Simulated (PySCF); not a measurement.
C6H11ClOSi

```tsv
atom	x (Å)	y (Å)	z (Å)
Si	1.8916	-0.0359	-0.7232
O	0.6443	-1.1280	-0.5359
C	-0.5662	-0.8479	0.1171
C	-1.4625	-2.1086	0.1701
C	-2.6562	-1.5630	-0.6113
Cl	-4.0096	-2.6770	-0.8357
C	-1.9969	-0.8482	-1.8018
C	-1.5001	0.0836	-0.6747
C	-2.8571	-0.1741	0.0167
H	2.1690	0.6488	0.5791
H	3.0751	-0.8200	-1.1655
H	1.5702	1.0069	-1.7462
H	-0.3656	-0.4402	1.1260
H	-0.9724	-2.9489	-0.3398
H	-1.7401	-2.4161	1.1881
H	-1.2500	-1.4032	-2.3871
H	-2.7368	-0.3658	-2.4547
H	-1.1429	1.1023	-0.8781
H	-3.6815	0.3814	-0.4506
H	-2.9178	-0.1110	1.1146
```

Geometry: PBE0-D3(BJ)/def2-SVP.

Level of theory: CAM-B3LYP/def2-SVPD, SCF density, gas phase (PySCF 2.14.0).

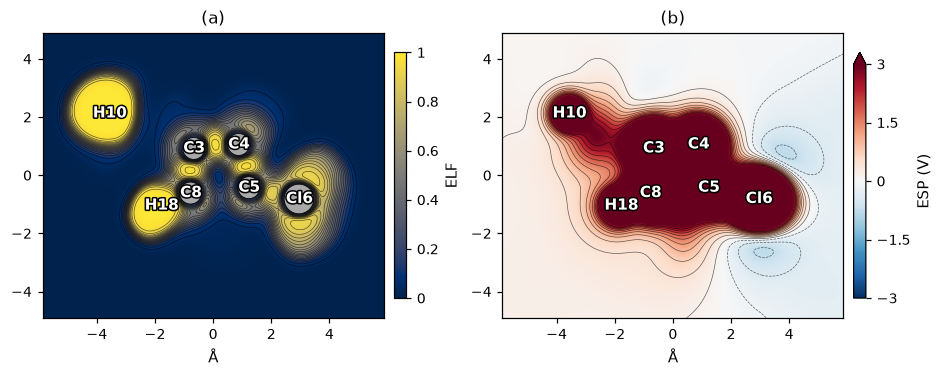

Figure 1. (a) electron localisation function; (b) electrostatic potential on the plane of atoms C3, C4 and C5. Grey discs cover the atomic cores in the ELF map.

### What do the fields say about this system?

- The plane passes through C, Cl and H nuclei.
- C–C (1.53 Å): the ELF peaks at about 0.95 between the atoms, as expected for a covalent bond.
- C–Cl (1.77 Å): the ELF peaks at about 0.90 between the atoms; localised, covalent bonding.
- C–H (1.10 Å): the ELF climbs to about 1 towards the hydrogen, as it does in any bond to H; a covalent bond by its length.
- The ELF also peaks beside Cl6, away from the bonds: lone-pair regions.
- Outside the dense part of the molecule the potential is most negative (−0.8 V) near Cl6.

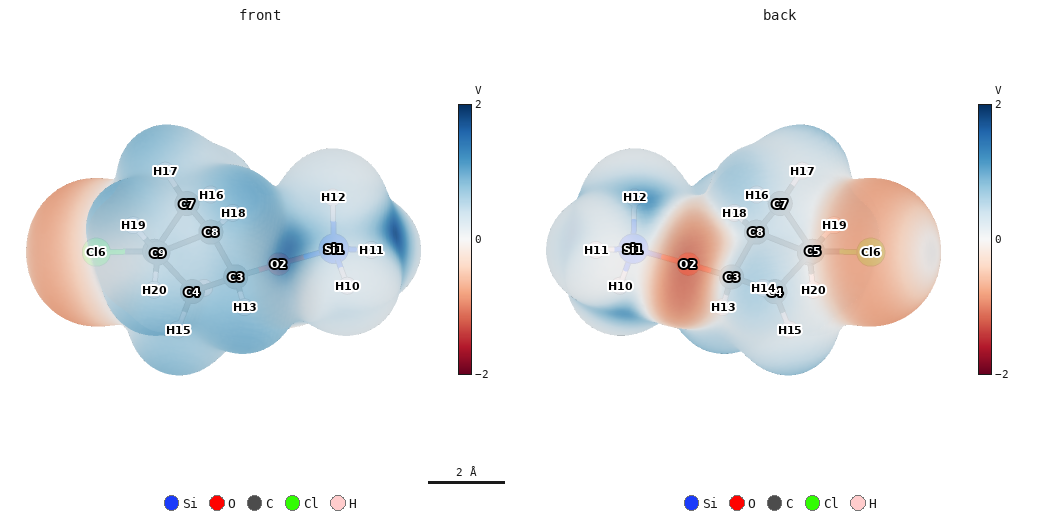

Figure 2. The electrostatic potential painted on the density surface at 0.002 e/bohr³, seen from the front and from behind; red is negative and blue positive.

### Describe the electrostatic potential map.

The most negative region (about −1.0 V, or −23 kcal/mol for a unit charge) lies over O2, the most positive (about +1.5 V, or +35 kcal/mol for a unit charge) over Si1. O2 is the likeliest acceptor of a hydrogen bond.
